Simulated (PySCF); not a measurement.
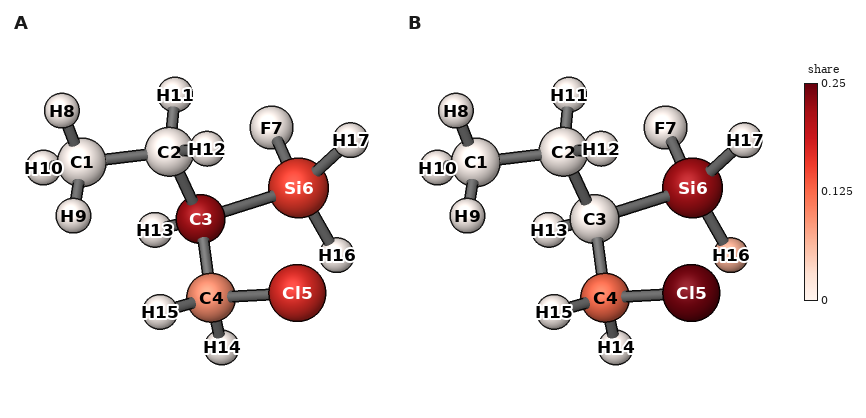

Each panel colours the atoms by their Löwdin share in one orbital (up to four of the largest shares; other atoms are shown as zero). The geometry was computed by an optimisation with GFN2-xTB. No frequency run is at hand to confirm it as a minimum. Computed with PBE0/def2-SVPD (PySCF 2.14.0).

Question: The panels show the HOMO, LUMO, in some order. Which is which?

Answer: A: HOMO, −8.43 eV; C3 0.22, Cl5 0.17, Si6 0.16, C4 0.10
B: LUMO, 0.10 eV; Cl5 0.24, Si6 0.21, C4 0.12, H16 0.07

The geometry is semi-empirical. Around Si such bond lengths and angles can be off by a tenth of an ångström or more and by several degrees, and values that hang on the shape move with them.
